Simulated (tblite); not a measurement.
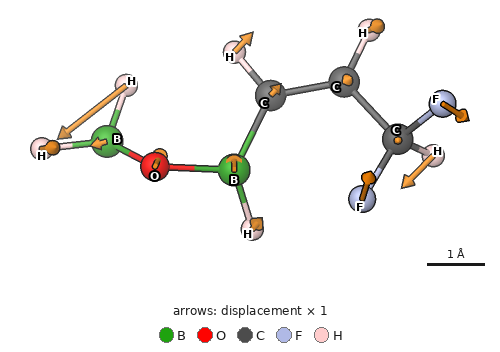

This is a relaxation of C₃H₆B₂F₂O. The starting structure is drawn; orange arrows show the displacements, at their true length. The two geometries are superimposed by the best rigid fit.

The picture is a ball-and-stick view, seen at a tilt.

All numbers below come from GFN2-xTB geometry optimisation, gas phase (tblite). 

**Atoms of which element are displaced furthest, and by how much?**

Hydrogen: up to 1.63 Å, against 1.12 Å for oxygen.

**What happened in the run?**

The atom that moves furthest after the best rigid fit is an H atom (1.63 Å). By element the largest moves are H 1.63 Å, O 1.12 Å, F 0.90 Å, B 0.74 Å, C 0.31 Å. Some distances before and after: B–O 1.476 → 1.295 Å, B–H 1.207 → 1.180 Å, C–C 1.514 → 1.500 Å, C–H 1.116 → 1.102 Å. Bond angles that change, for instance: B–O–B 112.0° → 178.3°, C–C–H 103.5° → 113.7°, O–B–H 113.5° → 119.4°. Groups turn about C–C by about 60°. The energy falls by 47.4 kcal/mol in 104 geometry steps. Cost: 0.55 s on 1 thread of Arm Neoverse V1, on a shared host.
